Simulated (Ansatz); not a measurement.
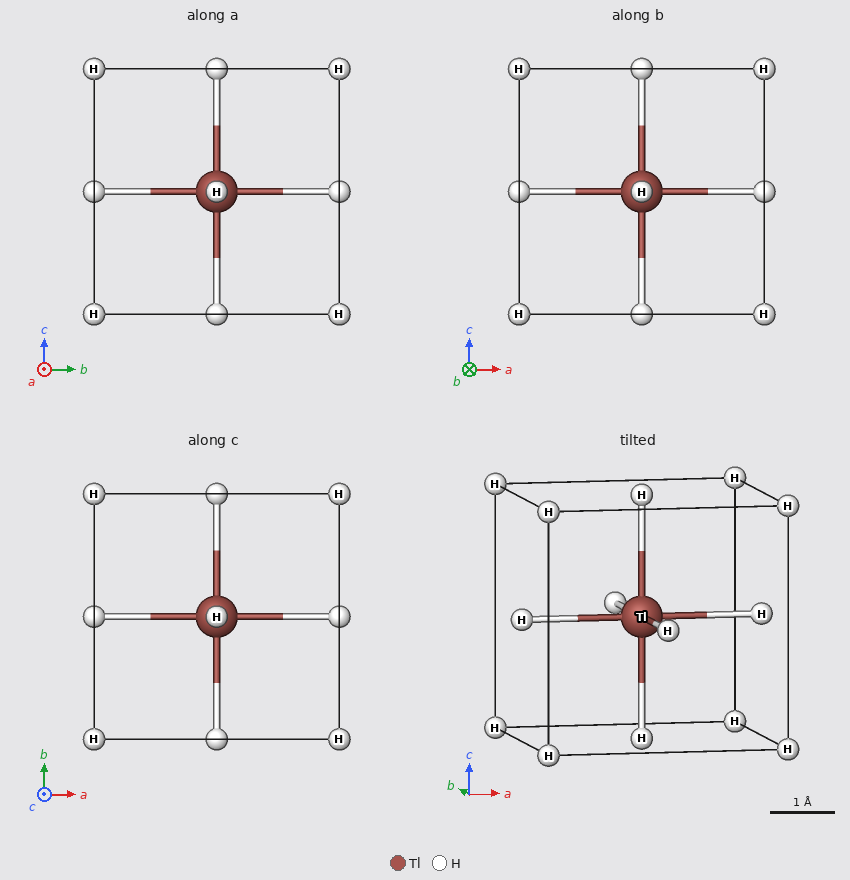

Crystal structure, ball-and-stick style, seen along the a axis, along the b axis, along the c axis and slightly off an axis. Atoms at the boundary of the conventional unit cell (the box) are drawn once for each face, edge or corner they touch.

Lattice parameters: a = 3.859 Å, b = 3.859 Å, c = 3.859 Å, α = 90.00°, β = 90.00°, γ = 90.00°.

Put the structure into a table of Wyckoff sites.

Answer. Space group Pm-3m (No. 221).
| atom | site | x | y | z |
| --- | --- | --- | --- | --- |
| Tl | 1b | 0.5000 | 0.5000 | 0.5000 |
| H | 1a | 0.0000 | 0.0000 | 0.0000 |
| H | 3c | 0.5000 | 0.5000 | 0.0000 |

Its origin is a structure type filled with these elements by a generator (whether the compound takes this form wasn't checked). The geometry was optimised with DFT PBE, scalar-relativistic, plane waves, PAW (Ansatz).
